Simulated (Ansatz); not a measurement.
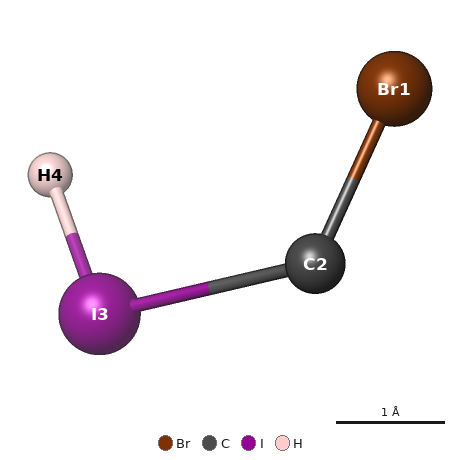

Orthographic view. Atoms fade into the background with distance from the viewer. The species has charge +1 and is a spin singlet. The geometry was computed by an optimisation with PBE-D4/def2-SVP. No frequency run is at hand to confirm it as a minimum.

Write a Z-matrix (Å, degrees) in the order of the atom numbers, with these reference atoms: 2 to 1; 3 to 2, 1; 4 to 3, 2, 1.

```
Br 
C    1   1.796
I    2   2.370   1   116.9
H    3   1.657   2   111.2   1     0.1
```
